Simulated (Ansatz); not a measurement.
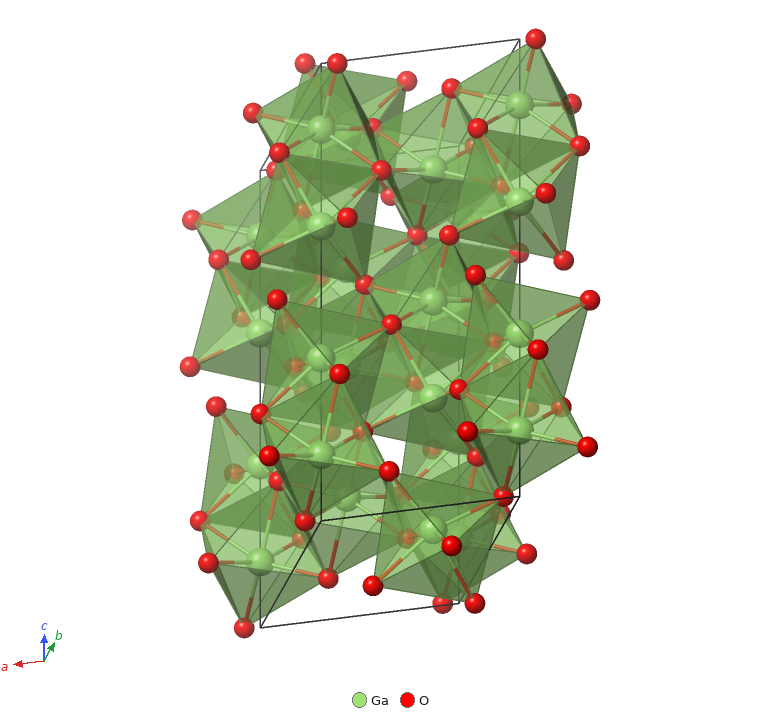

Polyhedra are drawn about Ga (bonds: Ga–O below 2.3 Å); other atoms are plain spheres.

The compound is Ga2O3 (space group R-3c, No. 167), taken as the geometry relaxed (final pressure about 14 GPa) with DFT, PAW plane waves, pbe in Ansatz.

What figure surrounds each Ga atom, and what does it share with the other drawn polyhedra?

Ga: GaO6 octahedron, sharing corners with nine neighbours, edges with three neighbours and a face with one neighbour.

What is the connectivity of the polyhedra: isolated, groups, chains, layers or framework?

They form a three-dimensional framework of corner-, edge- and face-sharing octahedra.
